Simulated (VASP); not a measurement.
Data:

```
CELL_PARAMETERS angstrom
      0.00000     2.11544     2.11544
      2.11544     0.00000     2.11544
      2.11544     2.11544     0.00000
ATOMIC_POSITIONS crystal
  Ti 0.00000 0.00000 0.00000
  N  0.50000 0.50000 0.50000
```

Computed with rev-vdW-DF2, VASP's PBE PAW potentials (set 64) (plane waves; VASP). Run with 520 eV cut-off, 17×17×17 Γ-centred mesh, tetrahedra with Blöchl corrections, potentials Ti_sv N.

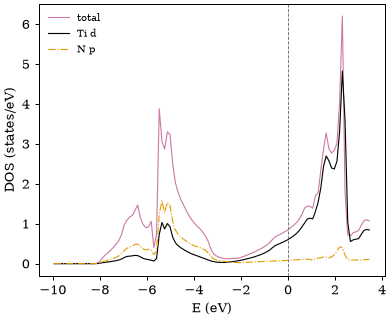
Figure. Total and projected density of states, zero at the Fermi level

Within 2 eV below the Fermi level the largest weight inside VASP's projection spheres is Ti d.

It has no gap at this level: it comes out as a metal or semimetal.

The compound is TiN in the rock salt structure. It was relaxed first. The electron count is odd and the run is not spin-polarised, which forces a metal.
